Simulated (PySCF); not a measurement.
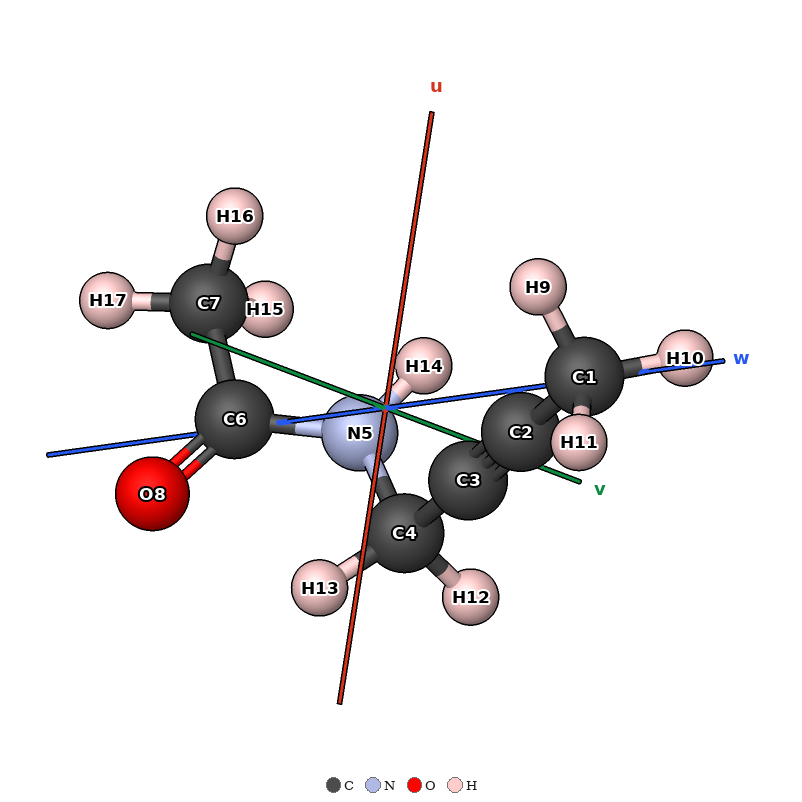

The lines u, v and w are the principal axes of the static dipole polarisability. The computed structure is the end point of a GFN2-xTB optimisation. No frequency run is at hand to confirm it as a minimum. Method: PBE0/def2-SVPD (PySCF 2.14.0).

**Along which axis is the molecule most polarisable, and along which least?**

Most along w (close to the long direction C1···C7), least along v.

**Give the three principal values.**

u 73.4, v 66.7, w 112.8 bohr³; mean 84.3, anisotropy 43.2 bohr³.
